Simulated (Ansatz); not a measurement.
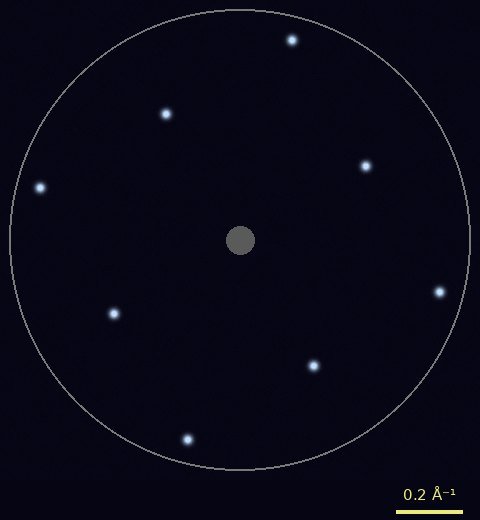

Simulated LEED pattern at 110 eV and normal incidence, from the upper face of a slab model. Spot positions follow from the surface net; brightness is a rough single-scattering estimate from the outer layers, good only for telling present from absent.

Question: Find the real-space surface cell from the pattern.

Answer: The spots form a square reciprocal net with shortest vectors 0.443 and 0.443 Å⁻¹ at 90.0°. The primitive real-space mesh has edges 2.26 and 2.26 Å at 90.0° (or its supplement) and area 5.1 Å².

The slab has composition Ni (1 atoms a cell, 0.0 Å thick). Structure: the end point of a relaxation with Ansatz 0.2.0, DFT PBE, scalar-relativistic, plane waves, PAW; the starting structure was generated, so it need not be a known form of this composition.

```
Ni
1.0
     2.25911    0.00000    0.00000
     0.00000    2.25911    0.00000
     0.00000    0.00000   23.80000
Ni
1
Cartesian
  1.1296 1.1296 7.0000
```
